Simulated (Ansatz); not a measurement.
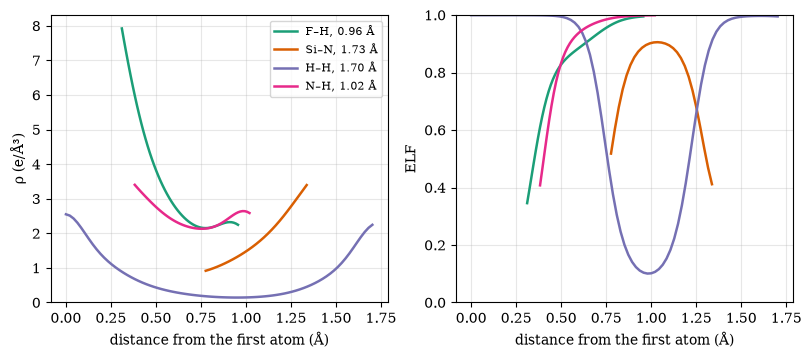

The picture shows: H₆N₂Si···HF. Electron density and ELF along straight lines between neighbouring atoms. The curves leave out the atomic cores.

All numbers below come from RKS PBE-D4/6-31G* (Ansatz 0.2.0).

Input file:

```
crystal:
  periodic: [false, false, false]
  atoms:
    - { symbol: Si, position_ang: [0.136657, 0.026689, -0.118474] }
    - { symbol: H, position_ang: [0.153418, 0.037101, 1.368295] }
    - { symbol: "N", position_ang: [1.762245, 0.16413, -0.73335] }
    - { symbol: H, position_ang: [2.205199, -0.67832, -1.097075] }
    - { symbol: H, position_ang: [2.44749, 0.759056, -0.265982] }
    - { symbol: "N", position_ang: [-0.788401, 1.338025, -0.779909] }
    - { symbol: H, position_ang: [-1.660573, 1.597039, -0.320067] }
    - { symbol: H, position_ang: [-0.281874, 2.14144, -1.149707] }
    - { symbol: H, position_ang: [-0.329065, -1.332298, -0.543103] }
    - { symbol: F, position_ang: [-2.361295, 0.00244, 1.142616] }
    - { symbol: H, position_ang: [-1.661501, 0.074197, 1.766855] }
basis:
  gaussian: { orbitals: "6-31G*" }
hamiltonian:
  xc: pbe
  dispersion: d4
relax:
  f_tol: 0.03
  max_steps: 50
output:
  orbitals: {}
```

Launched as:

```sh
ansatz run input.yaml --threads 1 --pin off --max-ram 2048MiB --backend cpu --events-out ev --progress --plain --runs-dir out
```

The fields are those of the run's last geometry, not of the input's.

Compare the contacts.

Answer. F–H (0.96 Å): ρ is about 4.1 e/Å³ halfway; the ELF climbs to about 1 towards the hydrogen, as it does in any bond to H (an ordinary covalent bond to hydrogen).
Si–N (1.73 Å): ρ is about 1.1 e/Å³ halfway; the ELF peaks at about 0.90 between the atoms: a polar covalent bond.
H2···H11 (1.70 Å): the density falls to about 0.14 e/Å³ on the way; the ELF dips to about 0.10 between them.
N–H (1.02 Å): ρ at the midpoint is about 2.7 e/Å³; the ELF climbs to about 1 towards the hydrogen: a covalent bond by its length.
